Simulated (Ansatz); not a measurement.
Input

```
crystal:
  periodic: [false, false, false]
  atoms:
    - {symbol: Ga, position_ang: [0.243557, 0.004689, 0.042639]}
    - {symbol: "N", position_ang: [0.037387, 1.560262, -0.857549]}
    - {symbol: "N", position_ang: [-1.130973, -1.120111, 0.422447]}
    - {symbol: O, position_ang: [1.915440, -0.371949, 0.551036]}
    - {symbol: H, position_ang: [0.785618, 2.242398, -0.862064]}
    - {symbol: H, position_ang: [-0.864157, 2.004199, -0.974375]}
    - {symbol: H, position_ang: [-0.974664, -2.076851, 0.713684]}
    - {symbol: H, position_ang: [-2.027830, -1.028538, -0.038621]}
    - {symbol: H, position_ang: [2.015622, -1.214109, 1.002802]}
basis:
  gaussian:
    orbitals: def2-TZVPD
output: {forces: true, orbitals: {seedname: orbitals}}
hamiltonian:
  xc: pbe0
```

Command:

```sh
ansatz run input.yaml --threads 2 --pin off --max-ram 5220MiB --events-out events.jsonl --progress --plain --runs-dir runs
```

Geometry: PBE0-D4/def2-SVP.

Theory: isolated molecule in a Gaussian basis; Kohn-Sham density functional theory, functional PBE0 (Ansatz 0.2.0).

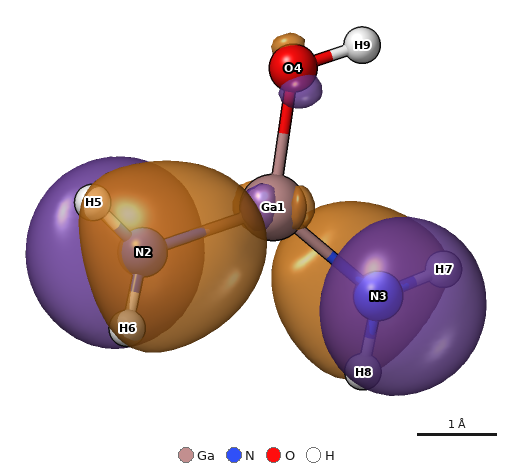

GaH₅N₂O (SMILES [NH2][Ga]([NH2])[OH]). One frontier orbital at ±0.08 Å⁻³ᐟ² (orange and purple are the two phases), seen at a tilt.

> Which orbital is it: HOMO or LUMO?

The HOMO, at −7.12 eV. By Hirshfeld shares it lies mainly on N2 (about 45 %), N3 (about 30 %) and Ga1 (about 10 %); largely a combination of lone pairs on N2 and N3.
